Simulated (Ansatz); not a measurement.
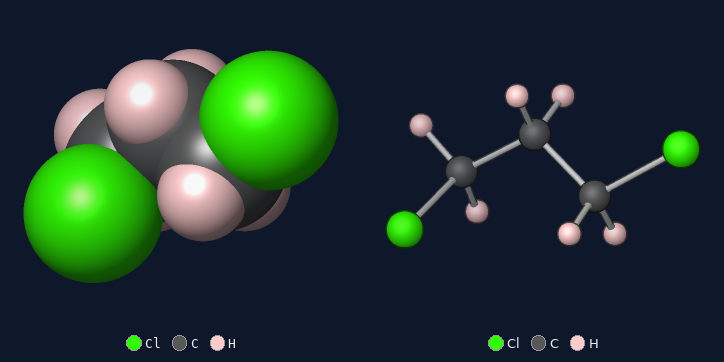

The same structure drawn twice, from different directions.

The computed structure is the end point of a PBE0-D4/def2-TZVP optimisation.

What is the molecular formula?

Answer. C3H6Cl2, 11 atoms: 3 carbon, 6 hydrogen and 2 chlorine.

Describe its rings.

Answer. It has no ring.

Which point group does it belong to?

Answer. C1.

More results for the same structure follow; atom numbers are the same in all pictures, views and colours differ.

Shape

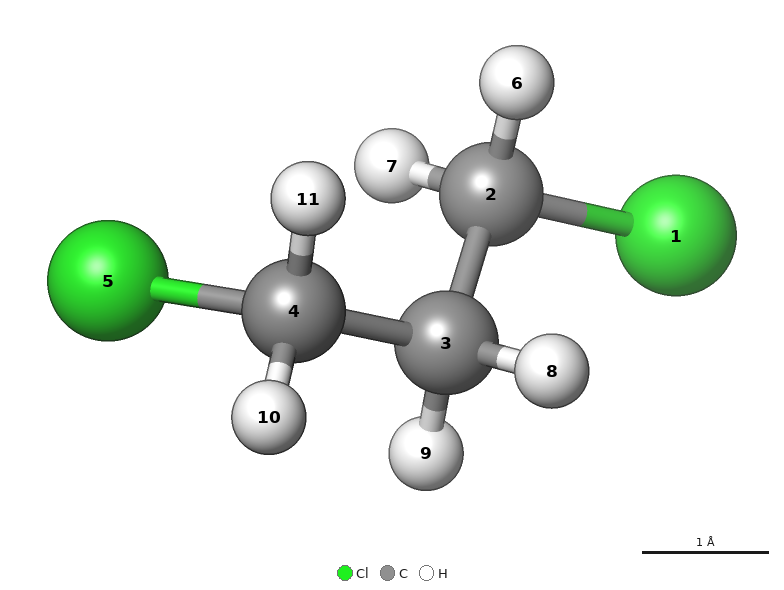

What are the angles Cl1–C2–C3, Cl1–C2–H6, Cl1–C2–H7, C2–C3–C4, C2–C3–H8, C2–C3–H9, C3–C2–H6, C3–C2–H7, C3–C4–Cl5, C3–C4–H11, C4–C3–H8, Cl5–C4–H10?

```csv
angle,degrees
Cl1–C2–C3,110.9
Cl1–C2–H6,106.8
Cl1–C2–H7,107.0
C2–C3–C4,112.8
C2–C3–H8,109.3
C2–C3–H9,109.8
C3–C2–H6,111.5
C3–C2–H7,111.5
C3–C4–Cl5,112.2
C3–C4–H11,111.8
C4–C3–H8,107.8
Cl5–C4–H10,106.4
```

Dipole moment

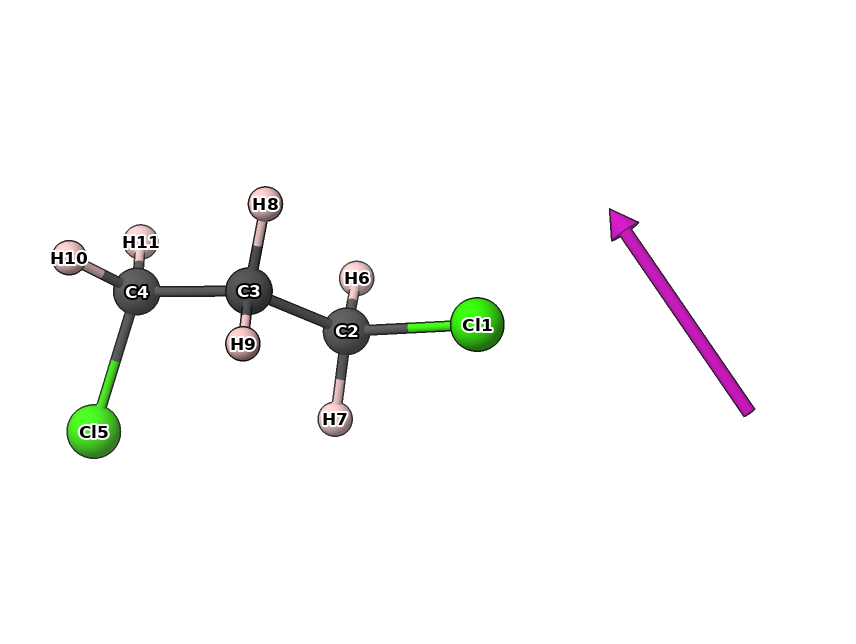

The arrow beside the molecule shows the direction of the dipole moment, from the negative to the positive end (its length means nothing). Properties computed with RKS r2SCAN-D4/def2-TZVPP (Ansatz 0.2.0).

Estimate the dipole moment.

Answer. 2.07 D; it points from the side of Cl1 to the side of H10, H11 (the outermost atoms at the two ends).

Electronic properties

Properties computed with RKS PBE0-D4/def2-QZVPP (Ansatz 0.2.0).

Predict the main results.

- HOMO energy (Kohn–Sham orbital): −8.35 eV
- LUMO energy (Kohn–Sham orbital): 0.17 eV
- HOMO–LUMO gap: 8.52 eV
- dispersion correction: −19.8 kJ/mol

Charges

The questions are on Mulliken charges. Properties computed with RKS PBE-D4/def2-TZVPP (Ansatz 0.2.0).

Which atom carries the highest charge (most positive or least negative)?

Answer. H10 (0.13 e).

And the lowest?

Answer. Cl1, Cl5 (−0.16 e).

List the Mulliken charges.

| atom | value (e) |
| --- | --- |
| Cl1 | −0.16 |
| C2 | −0.09 |
| C3 | −0.09 |
| C4 | −0.12 |
| Cl5 | −0.16 |
| H6 | 0.10 |
| H7 | 0.12 |
| H8 | 0.08 |
| H9 | 0.09 |
| H10 | 0.13 |
| H11 | 0.11 |

Thermal motion

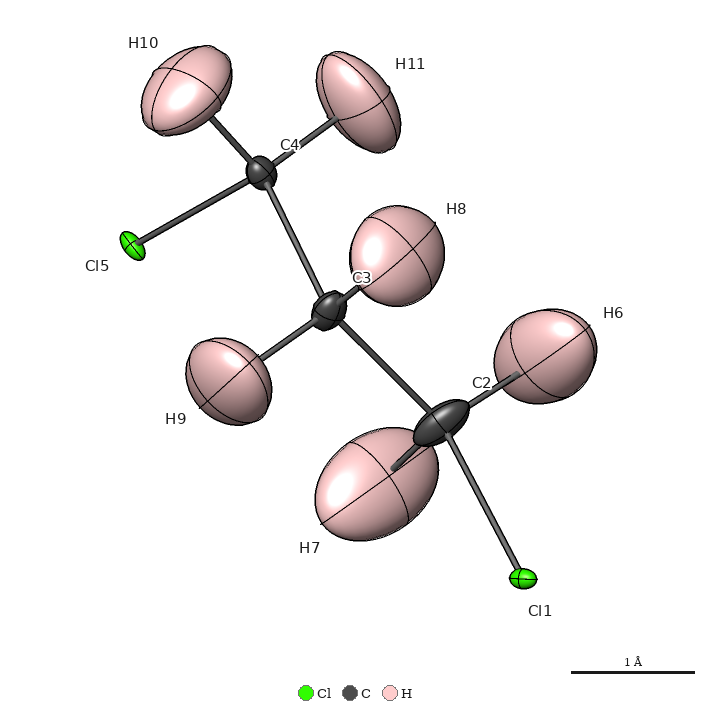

Displacement ellipsoids at the 50 % level, enlarged 2 times, from the internal vibrations of the free molecule (harmonic, no overall translation or rotation; no half-axis is drawn under 0.075 Å). Vibrations computed with RKS PBE0-D4/def2-TZVP (Ansatz 0.2.0). Temperature: 0 K (zero-point motion alone).

Give the displacement parameters, one line for each set of equivalent atoms.

```csv
atom,U_eq (Å²),rms amplitudes (Å)
Cl1,0.00093,"0.019, 0.027, 0.042"
C2,0.0040,"0.044, 0.050, 0.088"
C3,0.0025,"0.039, 0.046, 0.061"
C4,0.0018,"0.039, 0.040, 0.048"
Cl5,0.00097,"0.018, 0.021, 0.046"
H6,0.0202,"0.091, 0.123, 0.193"
H7,0.0213,"0.089, 0.132, 0.196"
H8,0.0152,"0.088, 0.129, 0.146"
H9,0.0163,"0.085, 0.129, 0.158"
H10,0.0142,"0.084, 0.121, 0.145"
H11,0.0148,"0.081, 0.120, 0.153"
```

Mulliken values depend strongly on the basis set and can even reverse the polarity of a bond.
